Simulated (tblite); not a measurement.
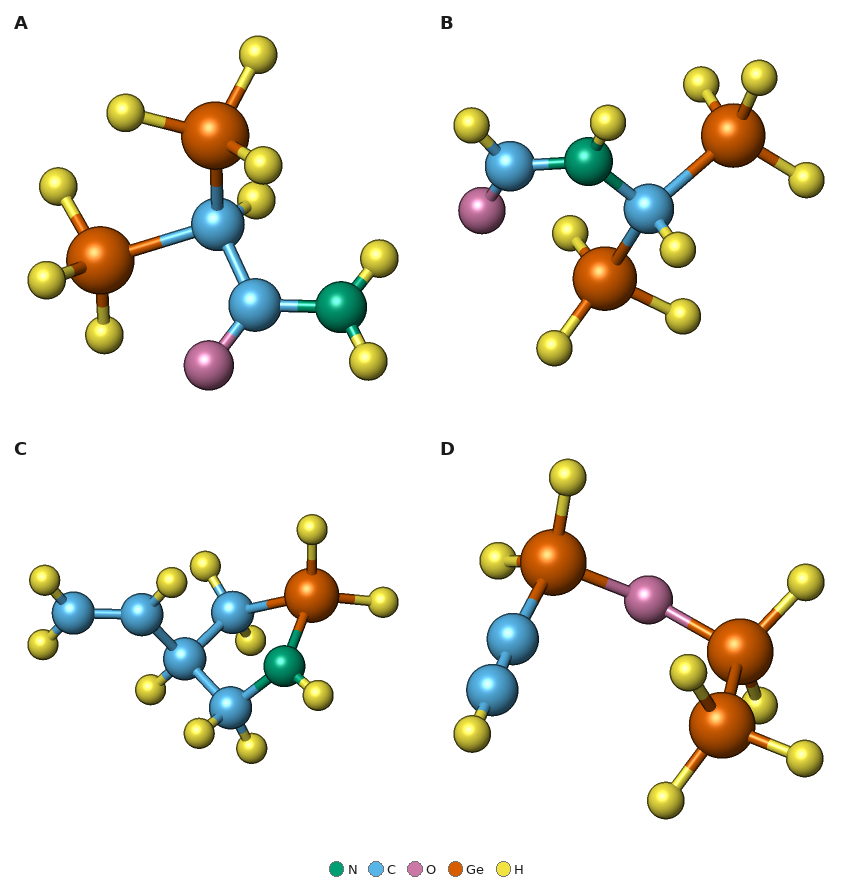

Figure made from data computed with tblite.

Which panel belongs to which SMILES?
(1) C=C[C@@H]1C[NH][GeH2][CH2]1
(2) NC(=O)[CH]([GeH3])[GeH3]
(3) C#[C][GeH2][O][GeH2][GeH3]
(4) O=CN[CH]([GeH3])[GeH3]

Answer. A is (2), B is (4), C is (1), D is (3).
